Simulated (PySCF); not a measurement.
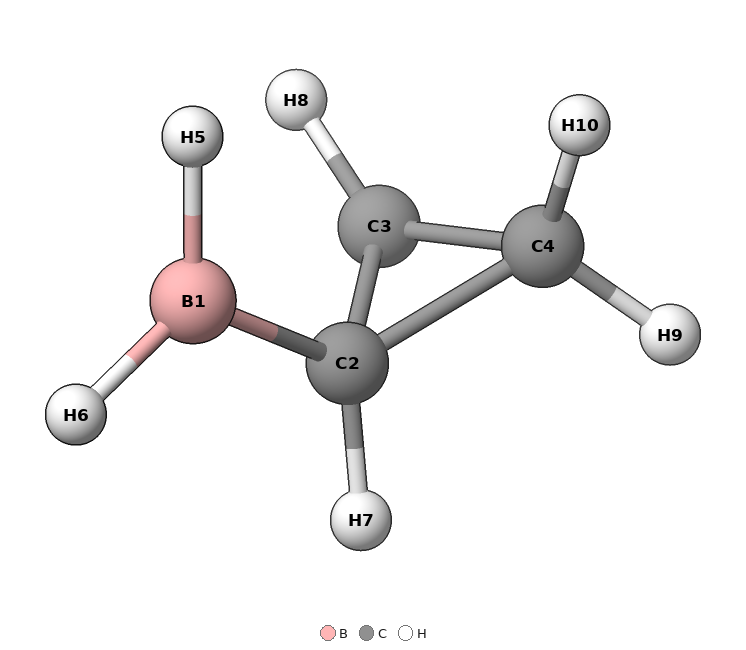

State: neutral, doublet. The geometry was computed by an optimisation with GFN2-xTB. No frequency run is at hand to confirm it as a minimum. Method: UKS B3LYP, pcH-1 on B C H, non-relativistic (PySCF 2.14.0). Fermi-contact and spin-dipolar terms alone, no spin-orbit part.

Question. Which nucleus has the largest dipolar (anisotropic) hyperfine coupling?

Answer. 13C at C3: principal values −74.3, −69.6, 143.8 MHz.

List the isotropic and dipolar parts for the most strongly coupled nuclei, one of each equivalent set.

| atom | isotope | a_iso (MHz) | dipolar part (MHz) |
| --- | --- | --- | --- |
| C3 | 13C | 304.7 | −74.3, −69.6, 143.8 |
| H8 | 1H | −0.5 | −32.6, −3.7, 36.3 |
| H7 | 1H | 98.4 | −6.0, −4.1, 10.1 |
| H9 | 1H | 68.8 | −5.7, −4.3, 10.0 |
| B1 | 11B | 25.5 | −4.4, −2.6, 7.0 |
| H10 | 1H | 54.4 | −4.6, −2.2, 6.8 |
| C2 | 13C | −20.8 | −4.9, −0.8, 5.7 |
| C4 | 13C | −15.0 | −4.2, −1.4, 5.6 |

The geometry is semi-empirical. Around B such bond lengths and angles can be off by a tenth of an ångström or more and by several degrees, and values that hang on the shape move with them.
